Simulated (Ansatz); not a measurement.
**Ge2H (sextet): correlated methods under varied settings**

What do other methods and options give for Ge2H (sextet) at this geometry, and how long do they take?

Program: Ansatz 0.2.0, Gaussian basis. Level of theory: the settings change from run to run. These are calculated values, not measurements.

23 further runs of the same task are left out: 10 that didn't finish, 13 set aside as unsound or not needed.

## (1) What is computed

The geometry is a PBE0/def2-TZVP stationary point (not a proven minimum) of the parent state, kept for this charge and spin. No spin-orbit coupling is included. The filled d shell of Ge may be among the frozen orbitals whatever the setting's name suggests; the logs give the count.

3 atoms, charge 0, spin multiplicity 6.

Atoms are counted from 1 here; the program's logs count them from 0.

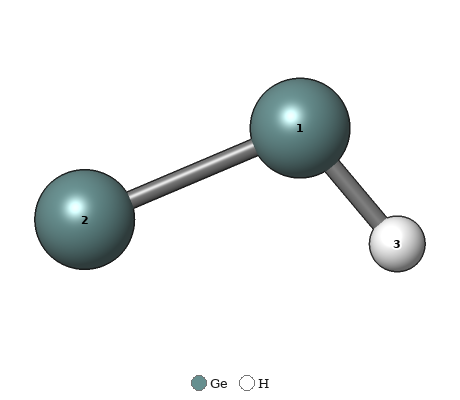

The geometry (germanium teal, hydrogen white); atoms are numbered from 1 in the order of the file.

## (2) MP2 on UHF/def2-SVP

in.yaml

```yaml
crystal:
  periodic: [false, false, false]
  atoms:
    - {symbol: Ge, position_ang: [0.000000, -0.042268, 1.219169]}
    - {symbol: Ge, position_ang: [0.000000, 0.021899, -1.243104]}
    - {symbol: H, position_ang: [0.000000, 1.467966, 1.724950]}
basis:
  gaussian: {orbitals: def2-SVP}
magnetization: {spin_polarized: true, initial_magnetization: 5}
correlation: {method: mp2, electrons: outside_noble_gas}
```

On the command line:

```sh
$ ansatz run in.yaml --threads 1 --pin off --events-out ev --progress --plain --max-ram 2393MiB
```

Output:

```text
Functional definition: HF
  name "HF"
  cite "Fock, Z. Phys. 61, 126 (1930) doi:10.1007/BF01340294"
  parent pbe
  exchange = exact_x
  correlation = 0
683 factors; integrals over basis functions are off by at most 1.4e-3 eV
mean field evaluation 1: about -112944.1575 eV, gradient 7.1e0 eV
mean field evaluation 2: about -112944.1612 eV, gradient 7.1e0 eV
mean field evaluation 4: about -112944.9850 eV, gradient 2.0e0 eV
mean field evaluation 8: about -112945.1373 eV, gradient 1.5e-1 eV
mean field -112945.13880112 eV, -4150.6572939763 hartree, gradient 1.3e-6 eV, S^2 8.763528; 0 other end points of the search recorded, 0 dependent functions left out
28 core orbitals not correlated: weight in the atoms' cores, before any rotation towards them, 1.000 or more for the frozen orbitals, at most 0.000 for the correlated occupied ones
reference -112945.13880112 eV, -4150.6572939763 hartree; 7, 2 occupied and 34, 39 virtual orbitals, 683 factors
second order -2.69815727 eV of doubles, -0.00000000 eV of singles
Total energy: -112947.83695839 eV, -4150.7564494272 hartree
```

It took 1.1 s on 1 thread of Arm Neoverse V2, shared host.

From the report: ⟨S²⟩ of the determinant 8.764 (pure sextet: 8.75).

## (3) NEVPT2(7,7)/cc-pVDZ

in.yaml

```yaml
crystal:
  periodic: [false, false, false]
  atoms:
    - {symbol: Ge, position_ang: [0.000000, -0.042268, 1.219169]}
    - {symbol: Ge, position_ang: [0.000000, 0.021899, -1.243104]}
    - {symbol: H, position_ang: [0.000000, 1.467966, 1.724950]}
basis:
  gaussian: {orbitals: cc-pVDZ, fitting: {mean_field: def2-universal-jkfit}}
magnetization: {spin_polarized: false, initial_magnetization: 5}
correlation: {method: sc_nevpt2, electrons: outside_noble_gas, active_space: {window: {electrons: 7, orbitals: 7}, states: [{multiplicity: 6, weights: [1, 1, 1, 0.5]}]}}
accuracy: high
```

Same command.

Output, shortened:

```text
Functional definition: HF
  name "HF"
  cite "Fock, Z. Phys. 61, 126 (1930) doi:10.1007/BF01340294"
  parent pbe
[...]
550 factors; integrals over basis functions are off by at most 4.2e-1 eV
[...]
mean field -112957.64423228 eV, -4151.1168600952 hartree, gradient 1.4e-8 eV, S^2 8.750000; 0 other end points of the search recorded, 0 dependent functions left out
reference -112957.64423228 eV, -4151.1168600952 hartree; 35, 30 occupied and 24, 29 virtual orbitals, 550 factors
state -112957.78829414 eV, -4151.1221542707 hartree
state -112954.50126140 eV, -4151.0013580454 hartree
state -112954.01542758 eV, -4150.9835039821 hartree
state -112953.70127823 eV, -4150.9719592063 hartree
state -112957.78829414 eV, -4151.1221542707 hartree; corrected -112960.48140720 eV, -4151.2211243502 hartree
state -112954.50126140 eV, -4151.0013580454 hartree; corrected -112957.25695974 eV, -4151.1026280917 hartree
state -112954.01542758 eV, -4150.9835039821 hartree; corrected -112956.77471517 eV, -4151.0849059305 hartree
state -112953.70127823 eV, -4150.9719592063 hartree; corrected -112956.42759751 eV, -4151.0721495920 hartree
Total energy: -112957.92196596 eV, -4151.1270666195 hartree
```

Wall time 2.4 s (1 thread of Arm Neoverse V2, shared host).

From the report: 29 determinants; active occupations (of the averaged states) 1.73, 1.23, 1.00, 0.97, 0.85, 0.73, 0.49.

## (4) CCSDT(Q)/B on ROHF/STO-3G

in.yaml

```yaml
crystal:
  periodic: [false, false, false]
  atoms:
    - {symbol: Ge, position_ang: [0.000000, -0.042268, 1.219169]}
    - {symbol: Ge, position_ang: [0.000000, 0.021899, -1.243104]}
    - {symbol: H, position_ang: [0.000000, 1.467966, 1.724950]}
basis:
  gaussian: {orbitals: STO-3G}
magnetization: {spin_polarized: false, initial_magnetization: 5}
correlation: {method: ccsdt_q_b, electrons: outside_noble_gas}
output: {forces: true}
```

The command is unchanged.

Output, shortened:

```text
Functional definition: HF
  name "HF"
  cite "Fock, Z. Phys. 61, 126 (1930) doi:10.1007/BF01340294"
  parent pbe
[...]
449 factors; integrals over basis functions are off by at most 3.5e-8 eV
[...]
mean field -111672.45473829 eV, -4103.8870173237 hartree, gradient 2.4e-6 eV, S^2 8.750000; 0 other end points of the search recorded, 0 dependent functions left out
[...]
28 core orbitals not correlated, not the lowest: weight in the atoms' cores, before any rotation towards them, 0.580 or more for the frozen orbitals, at most 0.497 for the correlated occupied ones
reference -111672.45473829 eV, -4103.8870173237 hartree; 7, 2 occupied and 2, 7 virtual orbitals, 449 factors
second order -0.54970642 eV of doubles, -0.00212763 eV of singles
cycle   1  -0.77049930 eV  change   -2.2e-1 eV  update   5.0e-2
[...]
cycle  12  -0.95663807 eV  change   -8.9e-8 eV  update   4.9e-7
perturbative correction -0.00024273 eV, -0.0000089200 hartree
[...]
Total energy: -111673.41161909 eV, -4103.9221820444 hartree
Atom 0 at     0.000000    -0.042268     1.219169 Å, force     0.000000     2.257658    -0.437481 eV/Å
Atom 1 at     0.000000     0.021899    -1.243104 Å, force    -0.000000    -0.236678     0.760758 eV/Å
Atom 2 at     0.000000     1.467966     1.724950 Å, force    -0.000000    -2.020980    -0.323278 eV/Å
Dipole moment:    -0.000000    -0.125620     0.052155 e Å
```

Wall time 3.7 s (1 thread of Arm Neoverse V2, shared host).

From the report: correlation -0.9569 eV; T1 0.009; largest double amplitude 0.07.

## (5) HF/cc-pVDZ

in.yaml

```yaml
crystal:
  periodic: [false, false, false]
  atoms:
    - {symbol: Ge, position_ang: [0.000000, -0.042268, 1.219169]}
    - {symbol: Ge, position_ang: [0.000000, 0.021899, -1.243104]}
    - {symbol: H, position_ang: [0.000000, 1.467966, 1.724950]}
basis:
  gaussian: {orbitals: cc-pVDZ}
magnetization: {spin_polarized: true, initial_magnetization: 5}
hamiltonian: {xc: hf}
accuracy: high
output: {orbitals: {seedname: orbitals}}
```

The command is unchanged.

Output:

```text
Functional definition: HF
  name "HF"
  cite "Fock, Z. Phys. 61, 126 (1930) doi:10.1007/BF01340294"
  parent pbe
  exchange = exact_x
  correlation = 0
1170 factors; integrals over basis functions are off by at most 4.4e-9 eV
mean field evaluation 1: about -112956.7969 eV, gradient 7.0e0 eV
mean field evaluation 2: about -112956.8117 eV, gradient 7.0e0 eV
mean field evaluation 4: about -112957.6449 eV, gradient 1.6e0 eV
mean field evaluation 8: about -112957.7780 eV, gradient 9.7e-2 eV
mean field evaluation 16: about -112957.7789 eV, gradient 2.0e-8 eV
mean field -112957.77893999 eV, -4151.1218105122 hartree, gradient 2.0e-8 eV, S^2 8.764231; 0 other end points of the search recorded, 0 dependent functions left out
reference -112957.77893999 eV, -4151.1218105122 hartree; 35, 30 occupied and 24, 29 virtual orbitals, 1170 factors
Total energy: -112957.77893999 eV, -4151.1218105122 hartree
```

Wall time 2.2 s (1 thread of Arm Neoverse V2, shared host).

From the report: ⟨S²⟩ of the determinant 8.764 (pure sextet: 8.75).

## (6) MP2 on UHF/cc-pVDZ

in.yaml: that of step 5 with these lines changed.

```diff
@@ -9,4 +9,3 @@
 magnetization: {spin_polarized: true, initial_magnetization: 5}
-hamiltonian: {xc: hf}
+correlation: {method: mp2, electrons: outside_noble_gas}
 accuracy: high
-output: {orbitals: {seedname: orbitals}}
```

Launched as before.

Output:

```text
Functional definition: HF
  name "HF"
  cite "Fock, Z. Phys. 61, 126 (1930) doi:10.1007/BF01340294"
  parent pbe
  exchange = exact_x
  correlation = 0
1170 factors; integrals over basis functions are off by at most 4.4e-9 eV
mean field evaluation 1: about -112956.7969 eV, gradient 7.0e0 eV
mean field evaluation 2: about -112956.8117 eV, gradient 7.0e0 eV
mean field evaluation 4: about -112957.6449 eV, gradient 1.6e0 eV
mean field evaluation 8: about -112957.7780 eV, gradient 9.7e-2 eV
mean field evaluation 16: about -112957.7789 eV, gradient 2.0e-8 eV
mean field -112957.77893999 eV, -4151.1218105122 hartree, gradient 2.0e-8 eV, S^2 8.764231; 0 other end points of the search recorded, 0 dependent functions left out
28 core orbitals not correlated: weight in the atoms' cores, before any rotation towards them, 1.000 or more for the frozen orbitals, at most 0.000 for the correlated occupied ones
reference -112957.77893999 eV, -4151.1218105122 hartree; 7, 2 occupied and 24, 29 virtual orbitals, 1170 factors
second order -2.66470836 eV of doubles, -0.00000000 eV of singles
Total energy: -112960.44364835 eV, -4151.2197367381 hartree
```

Run time: 2.1 s. Hardware: 1 thread of Arm Neoverse V2, shared host.

From the report: ⟨S²⟩ of the determinant 8.764 (pure sextet: 8.75).

## (7) MRCISD+Q(5,7)/cc-pVDZ

in.yaml

```yaml
crystal:
  periodic: [false, false, false]
  atoms:
    - {symbol: Ge, position_ang: [0.000000, -0.042268, 1.219169]}
    - {symbol: Ge, position_ang: [0.000000, 0.021899, -1.243104]}
    - {symbol: H, position_ang: [0.000000, 1.467966, 1.724950]}
basis:
  gaussian: {orbitals: cc-pVDZ}
magnetization: {spin_polarized: false, initial_magnetization: 5}
correlation: {method: fic_mrcisd_q, electrons: outside_noble_gas, active_space: {window: {electrons: 5, orbitals: 7}, states: [{multiplicity: 6, weights: [0.5, 0.5, 1, 1]}]}}
scf: {lower_state_search: off}
```

The command is unchanged.

Output, shortened:

```text
Functional definition: HF
  name "HF"
  cite "Fock, Z. Phys. 61, 126 (1930) doi:10.1007/BF01340294"
  parent pbe
[...]
1168 factors; integrals over basis functions are off by at most 1.4e-7 eV
[...]
mean field -112957.64719647 eV, -4151.1169690270 hartree, gradient 7.5e-7 eV, S^2 8.750000; 0 other end points of the search recorded, 0 dependent functions left out
reference -112957.64719647 eV, -4151.1169690270 hartree; 35, 30 occupied and 24, 29 virtual orbitals, 1168 factors
state -112957.36845330 eV, -4151.1067254045 hartree
state -112954.15022781 eV, -4150.9884577990 hartree
state -112953.48745475 eV, -4150.9641013384 hartree
state -112953.40900817 eV, -4150.9612184797 hartree
contracted CI cycle   1: correlation 0.00000000 eV, 0.0000000000 hartree, residual 1.20e1 eV
contracted CI cycle   2: correlation -3.46144229 eV, -0.1272056579 hartree, residual 2.03e0 eV
[...]
contracted CI cycle   5: correlation -3.54558485 eV, -0.1302978398 hartree, residual 1.15e-1 eV
contracted CI cycle   6: correlation -3.54624227 eV, -0.1303219998 hartree, residual 6.94e-2 eV
contracted CI cycle   7: correlation -3.54644489 eV, -0.1303294459 hartree, residual 3.55e-2 eV
contracted CI cycle   8: correlation -3.54651243 eV, -0.1303319280 hartree, residual 2.25e-2 eV
contracted CI cycle   9: correlation -3.54653445 eV, -0.1303327373 hartree, residual 1.06e-2 eV
contracted CI cycle  10: correlation -3.54653814 eV, -0.1303328727 hartree, residual 3.97e-3 eV
contracted CI cycle  11: correlation -3.54653875 eV, -0.1303328951 hartree, residual 1.74e-3 eV
contracted CI cycle  12: correlation -3.54653887 eV, -0.1303328996 hartree, residual 8.25e-4 eV
state -112953.40900817 eV, -4150.9612184797 hartree; corrected -112957.35348508 eV, -4151.1061753325 hartree
Total energy: -112958.27344208 eV, -4151.1399831286 hartree
Checks for a lower state left out: stability, starts, cluster_reference, orbital_swaps, neighbouring_geometries, increment
```

It took 5.5 s on 1 thread of Arm Neoverse V2, shared host.

From the report: 11 determinants; active occupations (of the averaged states) 1.00, 0.99, 0.98, 0.67, 0.52, 0.51, 0.33.

## (8) The runs in one table

```csv
level,correlated,functions,energy (eV),time
MP2 on UHF/def2-SVP,outside noble gas,69,-112947.8370,1.1 s
"NEVPT2(7,7)/cc-pVDZ (mean of several states)",outside noble gas,59,-112957.9220,2.4 s
CCSDT(Q)/B on ROHF/STO-3G,outside noble gas,37,-111673.4116,3.7 s
HF/cc-pVDZ,,59,-112957.7789,2.2 s
MP2 on UHF/cc-pVDZ,outside noble gas,59,-112960.4436,2.1 s
"MRCISD+Q(5,7)/cc-pVDZ (mean of several states)",outside noble gas,59,-112958.2734,5.5 s
```

## (9) Outcome

```
quantity                                                  value
    runs                                                      6
quickest                             MP2 on UHF/def2-SVP, 1.1 s
 slowest  MRCISD+Q(5,7)/cc-pVDZ (mean of several states), 5.5 s
```

What this shows: Total energies in different bases, with other cores or another treatment of relativity can't be set against each other. MRCISD+Q(5,7)/cc-pVDZ (mean of several states) took 5 times as long as MP2 on UHF/def2-SVP; the jobs differ in more than the method.
